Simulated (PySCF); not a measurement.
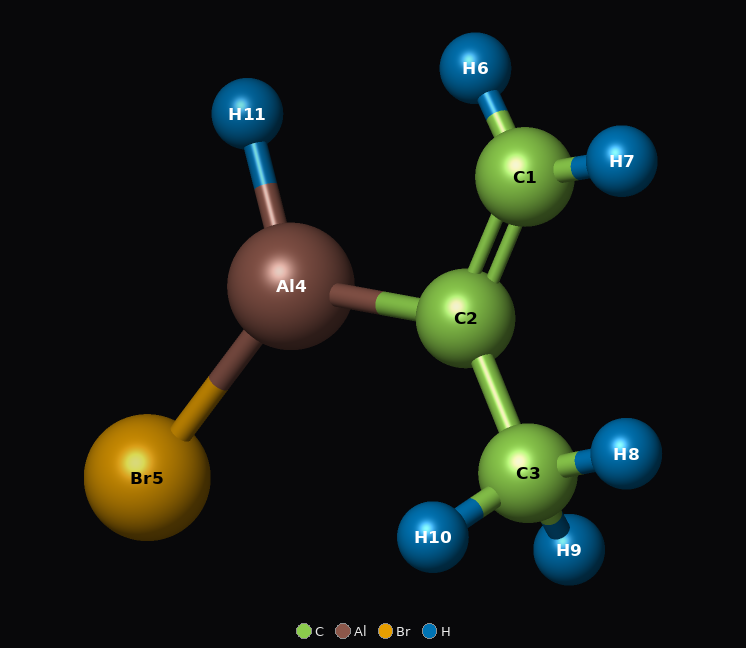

Computed geometry: GFN2-xTB optimisation. No frequency run is at hand to confirm it as a minimum. Properties computed with delta-SCF UKS SCAN, pcX-2 on the ionised atom, pcseg-1 elsewhere, spin-free X2C (PySCF 2.14.0).

Give the core-electron binding energies (to vacuum; p and d levels without spin–orbit splitting) of C1 1s, C2 1s, C3 1s, Al4 1s, Al4 2p.

| atom | level | binding energy (eV) |
| --- | --- | --- |
| C1 | 1s | 290.3 |
| C2 | 1s | 290.0 |
| C3 | 1s | 290.8 |
| Al4 | 1s | 1567.3 |
| Al4 | 2p | 80.9 |

The geometry is semi-empirical. Around Al, Br such bond lengths and angles can be off by a tenth of an ångström or more and by several degrees, and values that hang on the shape move with them.
